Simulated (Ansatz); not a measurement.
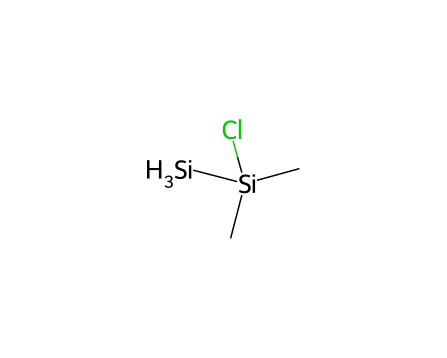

Structural formula above. Computed geometry: PBE-D4/def2-SVP optimisation. No frequency run is at hand to confirm it as a minimum.

What does the molecule look like in three dimensions?

It has 14 atoms: 2 carbon, 9 hydrogen, 1 chlorine and 2 silicon (C₂H₉ClSi₂). Its SMILES string is `C[Si](C)([SiH3])Cl`. It has no ring. Among its groups: Si–H bond. Coordination: 2 C tetrahedral; 2 Si tetrahedral.

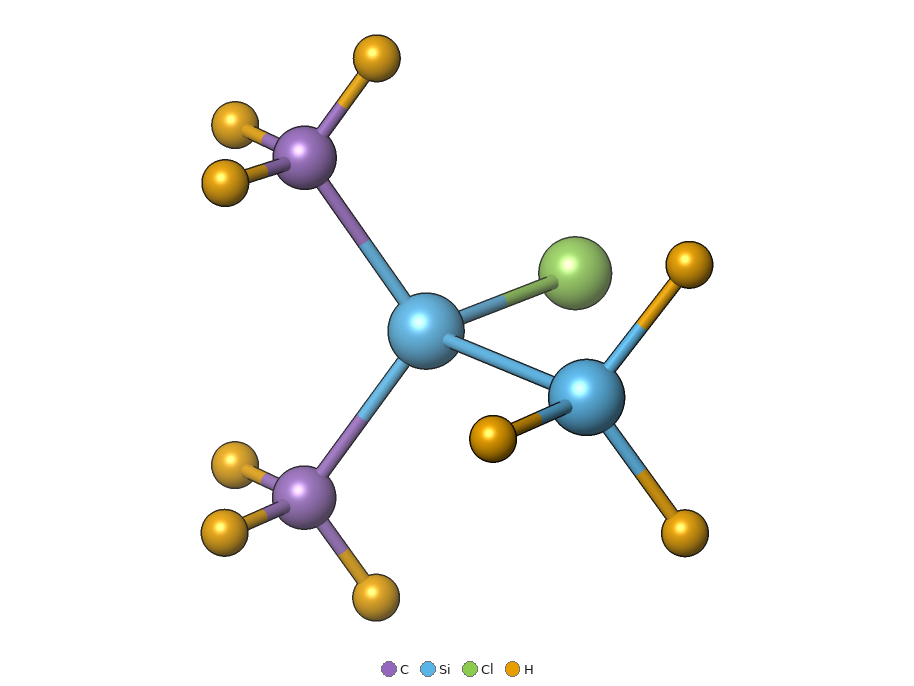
